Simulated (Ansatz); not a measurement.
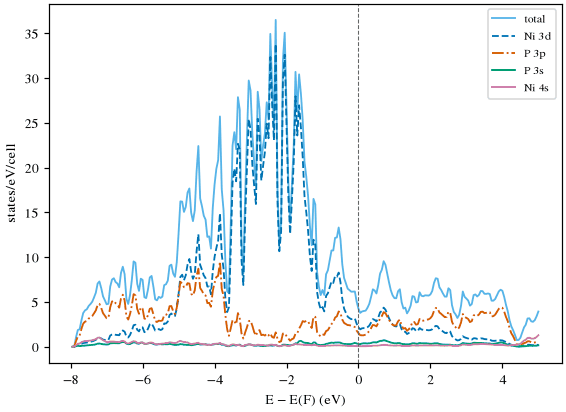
Total and projected density of states of NiP in space group Pbca (No. 61; Ni on 8c, P on 8c), the program Ansatz at the r²SCAN level (PAW)

Q: Which orbitals carry the states next to the Fermi level?

A: Within 0.5 eV of the Fermi level: Ni 3d 52 %, P 3p 36 %, P 3s 6 %. Projections are on Löwdin-orthogonalised atomic valence shells; empty p or d shells of many metals are not among them.

Q: Where is the tallest occupied peak in this window, and what makes it?

A: Near -2.3 eV, about 36 states/eV per cell; the largest projected share is Ni 3d.

The workflow started from a Materials Project entry (that database holds measured and hypothetical structures alike); the Crystallography Open Database files this formula in space group No. 61, but the cells were not matched. Its standing as an ambient phase is unchecked. The r²SCAN relaxation kept the symmetry of its start; its stability against distortions is not shown here. The run is not spin-polarised.

Potentials: the later of the program's two PAW sets.
